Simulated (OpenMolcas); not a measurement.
# Nb⁴⁺ among point charges: CASSCF and CASPT2 levels and susceptibility

Aim: the splitting of the states of Nb⁴⁺ in the field of 6 point charges, its lowest levels with spin-orbit coupling and its magnetic susceptibility.

Program: OpenMolcas 26.06. Level of theory: state-averaged CASSCF and CASPT2, spin-orbit coupling by RASSI with atomic mean-field integrals. These are calculated values, not measurements, unless marked.

**1. What is computed**

```
Species                           : Nb⁴⁺ (niobium, Z = 41, 37 electrons)
Basis                             : ANO-RCC-VDZP [6s5p3d1f], 43 functions
Scalar Hamiltonian                : DKH2, point nucleus
Inactive shells                   : 1s 2s 2p 3s 3p 3d 4s 4p
Active space                      : 1 electron in 5 orbitals (4d)
Some configurations of this space : 4d
Orbitals                          : optimised for each spin and parity, averaged over all roots
```

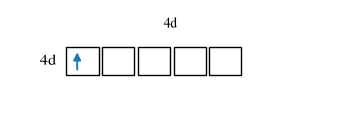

The shells outside the core, filled by Hund's rule for the drawing.

The ion sits among 6 point charges of -1.5 e arranged as a tetragonal octahedron (D4h), 2.22 Å from the ion, with the axial distance 2.575 Å.

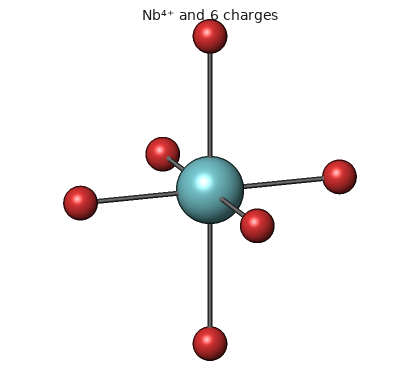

The ion and the point charges (red).

The work runs as a chain of OpenMolcas steps in one folder; each step below is one input file. Labels, J, g values, rates, χT and fits are worked out afterwards by a script from the matrices that RASSI stores. The input lists half of the charges; inversion (Group=XYZ) makes the rest.

**2. One- and two-electron integrals**

a.inp reads:

```
&GATEWAY
Coord
1

Nb 0.0 0.0 0.0
Basis=ANO-RCC-VDZP
Group=XYZ
NoMove
AngMom=0.0 0.0 0.0
AMFI
XField
3 Angstrom 0
2.220000 0.000000 0.000000 -1.500000
0.000000 2.220000 0.000000 -1.500000
0.000000 0.000000 2.575200 -1.500000
&SEWARD
```

On the command line:

```sh
OMP_NUM_THREADS=1 MOLCAS_MEM=1689 MOLCAS_PROJECT=a pymolcas a.inp > a.log
```

Output:

```text
Basis set label: NB.ANO-RCC...6S5P3D1F.

      Electronic valence basis set:
      ------------------
      Associated Effective Charge  41.000000 au
      Associated Actual Charge     41.000000 au
      Nuclear Model: Point charge

      Shell  nPrim  nBasis  Cartesian Spherical Contaminant
         s      21       6        X
         p      18       5        X
         d      13       3                 X
         f       6       1                 X
                  Relativistic Douglas-Kroll-Hess integrals:
                    - DKH order of Hamiltonian: 2
                    - DKH order of Properties : 0
                  Atomic mean-field integrals
```

**3. Reference wave functions, doublets of even parity, 5 roots**

a.inp reads:

```
&RASSCF
FileOrb=start.orb
Symmetry=1
Spin=2
nActEl=1 0 0
Inactive=9 9
Ras2=5 0
CIRoot=5 5 1
SDav=5
CIMx=300
Iter=120 100
PrWF=0.3
OrbListing=Nothing
MaxOrb=0
>>> COPY $Project.JobIph JOB001
```

start.orb holds the contracted functions of the basis, ordered by shell, or the orbitals of the step before.

Output, cut to the lines that bear on the results:

```text
[...]
      Number of active orbitals                  5
[...]
      Spin quantum number                      0.5
[...]
      Active orbitals                            5   0
[...]
      Number of CSFs                             5
      Number of root(s) required                 5
[...]
      Convergence after  7 iterations
[...]
      Natural orbitals and occupation numbers for root  1
      sym 1:   0.000000  -0.000000  -0.000000   1.000000   0.000000
      Natural orbitals and occupation numbers for root  2
      sym 1:  -0.000000   1.000000  -0.000000  -0.000000   0.000000
      Natural orbitals and occupation numbers for root  3
      sym 1:   1.000000   0.000000  -0.000000   0.000000   0.000000
::    RASSCF root number  1 Total energy:  -3822.05628326
::    RASSCF root number  2 Total energy:  -3822.05628326
::    RASSCF root number  3 Total energy:  -3822.04289968
::    RASSCF root number  4 Total energy:  -3822.04108424
::    RASSCF root number  5 Total energy:  -3822.01294811
```

**4. State interaction with spin-orbit coupling**

a.inp reads:

```
&RASSI
NrOfJobIphs=1 5
1 2 3 4 5
IphNames
JOB001
EJob
SpinOrbit
DIPRint=1.0
SOCoupling=1000.0
Subsets=2
Property=9
'ANGMOM' 1 'ANGMOM' 2 'ANGMOM' 3 'MLTPL  1' 1 'MLTPL  1' 2 'MLTPL  1' 3
'AMFI' 1 'AMFI' 2 'AMFI' 3
SOProperty=3
'ANGMOM' 1 'ANGMOM' 2 'ANGMOM' 3
```

On the command line:

```sh
OMP_NUM_THREADS=1 MOLCAS_MEM=1689 MOLCAS_PROJECT=a pymolcas a.inp > a.log
```

Output, cut to the lines that bear on the results:

```text
SPIN-FREE ENERGIES:
  (Shifted by EMIN (a.u.) =      -3822.0562832581)
 SF State       Relative EMIN(au)   Rel lowest level(eV)    D:o, cm**(-1)      L_eff
     1             0.0000000000        0.0000000000              0.0000         2.0
     2             0.0000000000        0.0000000000              0.0000         2.0
     3             0.0133835764        0.3641856671           2937.3555         2.0
     4             0.0151990220        0.4135864576           3335.7997         2.0
     5             0.0433351497        1.1792094974           9510.9660         2.0
     Dipole printing threshold changed to   1.00000000E+00
Eigenvalues of complex Hamiltonian:
   -----------------------------------
  (Shifted by EMIN (a.u.) =      -3822.0562832581)
 SO State       Relative EMIN(au)   Rel lowest level(eV)    D:o, cm**(-1)     J-value
     1            -0.0025628450        0.0000000000              0.0000         1.7
     2            -0.0025628450        0.0000000000              0.0000         1.7
     3             0.0009776929        0.0963429460            777.0583         1.7
     4             0.0009776929        0.0963429460            777.0583         1.7
     5             0.0135504928        0.4384662598           3536.4689         1.4
     6             0.0135504928        0.4384662598           3536.4689         1.4
     7             0.0161315491        0.5087003794           4102.9453         2.3
     8             0.0161315491        0.5087003794           4102.9453         2.3
     9             0.0438208583        1.2621648676          10180.0462         1.2
    10             0.0438208583        1.2621648676          10180.0462         1.2
Weights of the five most important spin-orbit-free states for each spin-orbit state.
[...]
```

Time for these steps: 1.3 s (1 thread, shared host).

States without spin-orbit coupling:

| state | degeneracy | E (cm-1) | free-ion L (%) |
| --- | --- | --- | --- |
| 2E | 2 | 0 | D (100) |
| 2B2 | 1 | 2937 | D (100) |
| 2A1 | 1 | 3336 | D (100) |
| 2B1 | 1 | 9511 | D (100) |

With spin-orbit coupling:

```tsv
E (cm-1)	Degeneracy	Label	2S+1	g
0.0	2	E1/2	2	0.10 0.96 0.96
777.1	2	E3/2	2	0.29 0.29 3.84
3536	2	E3/2	2	1.01 2.40 2.40
4103	2	E1/2	2	1.90 2.97 2.97
10180	2	E3/2	2	2.11 2.11 2.83
```

Principal g values are given for doublets only; a zero marks a field direction without first-order Zeeman splitting.

Powder χT (cm³ K/mol): 0.06 at 2 K, 0.06 at 5 K, 0.06 at 10 K, 0.06 at 20 K, 0.07 at 50 K, 0.09 at 100 K, 0.10 at 150 K, 0.11 at 200 K, 0.13 at 250 K, 0.15 at 300 K.

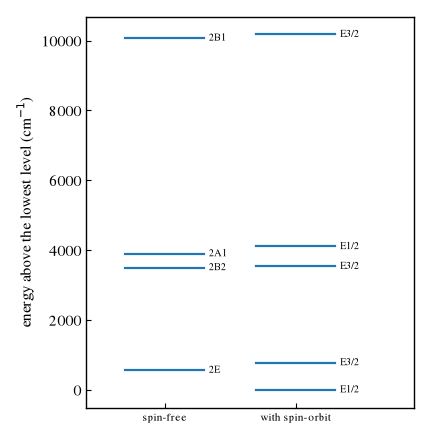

The states in the field without (left) and with (right) spin-orbit coupling.

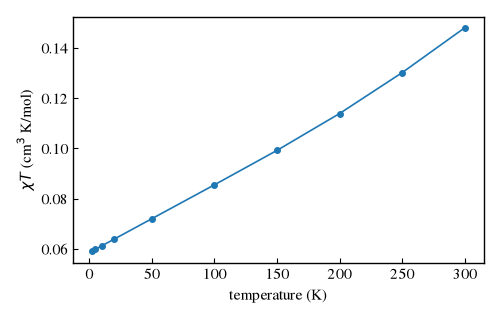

χT against temperature.

**5. CASPT2: IPEA 0.25, imaginary shift 0.1 (closed shells correlated: 4s 4p)**

a.inp reads:

```
>>> COPY JOB001 $Project.JobIph
&CASPT2
Multistate=5 1 2 3 4 5
NoMult
Frozen=8 6
IPEA=0.25
Imaginary=0.1
MaxIter=60
WThr=0.0 0.3 0.05
PrWF=0.5
NoMix
```

Output:

```text
Orbital specifications:
      -----------------------

      Symmetry species                           1   2
                                                ag  au
      Frozen orbitals                            8   6
      Inactive orbitals                          1   3
      Active orbitals                            5   0
      Secondary orbitals                         7  13
      Deleted orbitals                           0   0
      Number of basis functions                 21  22
Type of calculation                        SS-CASPT2
      Fock operator                              state-specific
      IPEA shift                                 0.25
      Real shift                                 0.00
      Imaginary shift                            0.10
      The input orbitals will be transformed to quasi-canonical
Reference energy:       -3822.0562832581
      E2 (Non-variational):      -0.1502114967
      Shift correction:          -0.0000866138
      E2 (Variational):          -0.1502981105
      Total energy:           -3822.2065813686
      Residual norm:              0.0000001024
      Reference weight:           0.96606
      Contributions to the CASPT2 correlation energy
      Active & Virtual Only:          0.0000000001
      One Inactive Excited:          -0.0322780959
      Two Inactive Excited:          -0.1179334008
Reference energy:       -3822.0562832581
      E2 (Non-variational):      -0.1502114967
      Shift correction:          -0.0000866138
      E2 (Variational):          -0.1502981105
      Total energy:           -3822.2065813686
      Residual norm:              0.0000001024
      Reference weight:           0.96606
      Contributions to the CASPT2 correlation energy
      Active & Virtual Only:          0.0000000001
      One Inactive Excited:          -0.0322780959
      Two Inactive Excited:          -0.1179334008
::    CASPT2 Root  1     Total energy:  -3822.20658137
::    CASPT2 Root  2     Total energy:  -3822.20658137
::    CASPT2 Root  3     Total energy:  -3822.19328799
::    CASPT2 Root  4     Total energy:  -3822.19125621
::    CASPT2 Root  5     Total energy:  -3822.16314221
```

This run took 0.41 s in all on 1 thread, shared host.

SS-CASPT2: lowest energy less the reference's lowest, -0.1503 hartree; reference weights 0.966.

Spin-free states, with their symmetry labels:

| state | degeneracy | E (cm-1) | free-ion L (%) |
| --- | --- | --- | --- |
| 2E | 2 | 0 | D (100) |
| 2B2 | 1 | 2918 | D (100) |
| 2A1 | 1 | 3363 | D (100) |
| 2B1 | 1 | 9534 | D (100) |

With spin-orbit coupling:

| E (cm-1) | Degeneracy | Label | 2S+1 | g |
| --- | --- | --- | --- | --- |
| 0 | 2 | E1/2 | 2 | 0.10 0.96 0.96 |
| 770 | 2 | E3/2 | 2 | 0.29 0.29 3.84 |
| 3520 | 2 | E3/2 | 2 | 1.01 2.40 2.40 |
| 4130 | 2 | E1/2 | 2 | 1.90 2.96 2.96 |
| 10200 | 2 | E3/2 | 2 | 2.11 2.11 2.83 |

Powder χT (cm³ K/mol): 0.06 at 2 K, 0.06 at 5 K, 0.06 at 10 K, 0.06 at 20 K, 0.07 at 50 K, 0.08 at 100 K, 0.10 at 150 K, 0.11 at 200 K, 0.13 at 250 K, 0.15 at 300 K.

**6. The methods side by side**

A. CASSCF
B. SS-CASPT2, IPEA 0.25, imaginary shift 0.1 (closed shells correlated: 4s 4p)

| method | ground state | first state of that spin (cm-1) | first gap with spin-orbit (cm-1) | χT at 300 K |
| --- | --- | --- | --- | --- |
| A | 2E | 2B2 2937 | 777.1 | 0.15 |
| B | 2E | 2B2 2918 | 775.0 | 0.15 |

**7. Results**

```
                                            quantity                                                                        value
                                              method  SS-CASPT2, IPEA 0.25, imaginary shift 0.1 (closed shells correlated: 4s 4p)
                              spin-free ground state                                               2E, 2-fold in its orbital part
first state of the same spin within the active space                                                             2B2 at 2920 cm⁻¹
                                        lowest level                                            2-fold E1/2, g = 0.10, 0.96, 0.96
                                          next level                                                                   775.0 cm⁻¹
                                         χT at 300 K                                                               0.15 cm³ K/mol
                           effective moment at 300 K                                                                      1.09 μB
```

Cost by method:

| method | time of its own steps | time with the reference |
| --- | --- | --- |
| A. CASSCF | 1.3 s | 1.3 s |
| B. SS-CASPT2, IPEA 0.25, imaginary shift 0.1, +4s 4p | 0.41 s | 1.7 s |

Times are of one thread on a shared host.

What this shows: The spin-free ground state (2E) comes to 100 % from free-ion D terms and keeps the highest spin of the shell. χT at 300 K is 0.15, against 0.38 cm³ K/mol for the spin alone, so orbital moment lowers it. The field of point charges can differ much from that of real complexes. Point charges carry no covalency, so the field is a model and not that of real ligands.
